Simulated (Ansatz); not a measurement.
BeS: Ti on a Be site, symmetric start

The reference is an 8-atom supercell of BeS in the zinc blende structure (space group F-43m, No. 216; a = 4.876 Å) at its relaxed geometry.

The change: one Be atom is replaced by Ti, atoms relaxed at fixed cell.

All numbers come from DFT with PBE, PAW potentials and a 420 eV plane-wave cutoff in Ansatz (a quantum-chemistry and plane-wave program), no spin-orbit coupling. Γ-centred 5×5×5 mesh, Fermi–Dirac width 0.01 eV.

| quantity | base | changed | shift |
|---|---|---|---|
| pressure | 0.0 GPa | 13.9 GPa | +13.9 GPa |
| largest displacement of a host atom from its site in the perfect cell | – | 0.17 Å | – |
| mean distance from the defect site to its nearest host atoms | 3.99 bohr | 4.31 bohr | +0.32 bohr |

Final structure:

```yaml
crystal:
  lattice:
    - [-4.87598, 0.00000, 0.00000]
    - [0.00000, 0.00000, 4.87598]
    - [0.00000, 4.87598, 0.00000]
  atoms:
    - { symbol: S, position: [0.27032, 0.72968, 0.72968] }
    - { symbol: S, position: [0.72968, 0.72968, 0.27032] }
    - { symbol: S, position: [0.72968, 0.27032, 0.72968] }
    - { symbol: S, position: [0.27032, 0.27032, 0.27032] }
    - { symbol: Ti, position: [0.00000, 0.00000, 0.00000] }
    - { symbol: Be, position: [0.50000, 0.00000, 0.50000] }
    - { symbol: Be, position: [0.50000, 0.50000, 0.00000] }
    - { symbol: Be, position: [0.00000, 0.50000, 0.50000] }
```

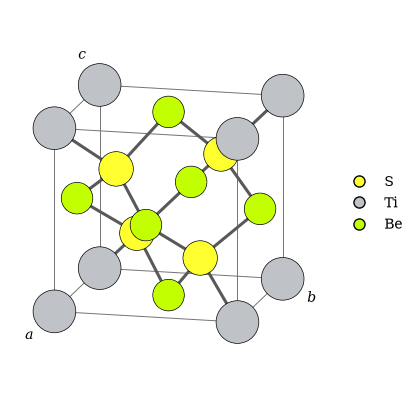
Fig. 1. The relaxed cell after the change

Other magnetic orders, which the real material may have, were not ruled out. The cell is small, so the values are those of an ordered compound at a high defect concentration; dilute-limit values will differ. A case with no gap was solved on a k-mesh chosen for an insulator, which is coarse for it. The defect started on the symmetric site and kept its symmetry, so it may sit on a saddle. The defect cell is spin-polarised and ends with 1.9 μB.
